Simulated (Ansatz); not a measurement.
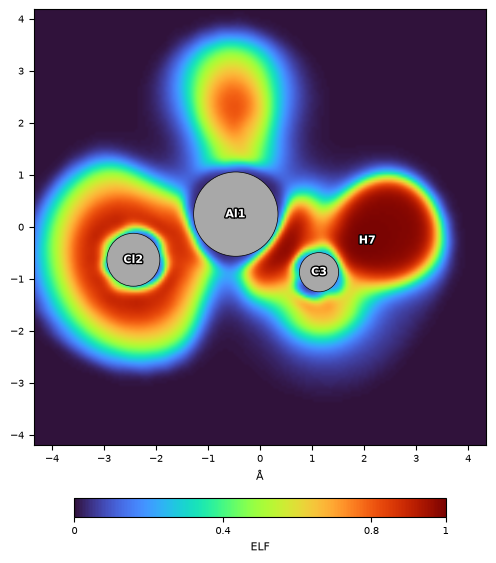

The picture shows: CH7AlClNO. Electron localisation function on the plane of atoms Cl2, Al1 and C3. Grey discs cover the atomic cores.

Computed with RKS PBE-D4/def2-SVP (Ansatz).

```csv
atom,x (Å),y (Å),z (Å)
Al,0.4339,-0.1078,0.1852
Cl,2.1300,-1.2633,0.8435
C,0.6137,1.7849,-0.2539
N,-1.1593,-0.7969,0.9255
H,0.2621,-1.9769,-1.5460
O,-0.2396,-1.1599,-1.3562
H,-0.3304,2.2067,-0.6585
H,1.4071,1.9539,-1.0114
H,0.8871,2.3797,0.6427
H,-1.9561,-0.1810,1.1249
H,-1.0874,-1.4651,1.7019
H,-0.9610,-1.3743,-0.5979
```

Describe what can be read from this map.

- The plane passes through Al, Cl, C and H nuclei.
- C–Al (1.95 Å): the ELF peaks at about 0.95 between the atoms, as expected for a polar covalent bond.
- Al–Cl (2.16 Å): the ELF peaks at about 0.85 in the valence shell of Cl, 0.9 Å from its nucleus, and is about 0.80 at the midpoint.
- C–H (1.11 Å): the ELF climbs to about 1 towards the hydrogen, as it does in any bond to H; an ordinary covalent bond to hydrogen.
- The ELF also peaks beside Cl2, away from the bonds: lone-pair regions.
